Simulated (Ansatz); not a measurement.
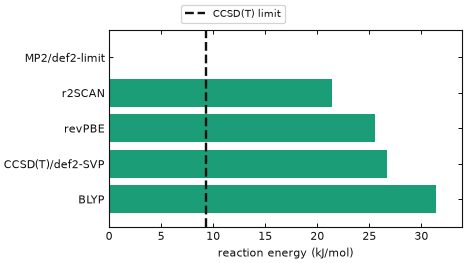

Electronic reaction energy of ZrHSCl₂F ([F][Zr]([SH])([Cl])[Cl]) + HCl (Cl) → ZrHSCl₃ ([SH][Zr]([Cl])([Cl])[Cl]) + HF (F) (SMILES in brackets) at several levels (functionals in def2-TZVPP unless a basis is named), isolated molecules at PBE0-D4 triple-zeta geometries, minima by their frequencies, no zero-point or thermal terms, the Ansatz code. The line is frozen-core CCSD(T) at the basis limit (MP2 extrapolated from triple and quadruple zeta, plus CCSD(T) less MP2 in a smaller set). The distance of CCSD(T)/def2-SVP to the limit includes basis error. Core potentials past Kr.

Question: What do zero-point energy and temperature add?

Answer: Zero-point change 4.8 kJ/mol; at 298.15 K and 1 bar the CCSD(T) limit plus thermal terms gives an enthalpy of reaction of 14.9 and a free energy of 16.8 kJ/mol (harmonic PBE0-D4 modes, ideal gas).

Question: Give the values.

Answer:
| level | kJ/mol | less CCSD(T) limit |
| --- | --- | --- |
| MP2/def2-limit | 0.0 | −9.3 |
| r2SCAN | 21.4 | 12.1 |
| revPBE | 25.5 | 16.2 |
| CCSD(T)/def2-SVP | 26.7 | 17.4 |
| BLYP | 31.4 | 22.0 |
| CCSD(T) limit | 9.3 | 0.0 |

Note: outer-core shells are correlated without core-valence functions, which makes the correlated values less sure.
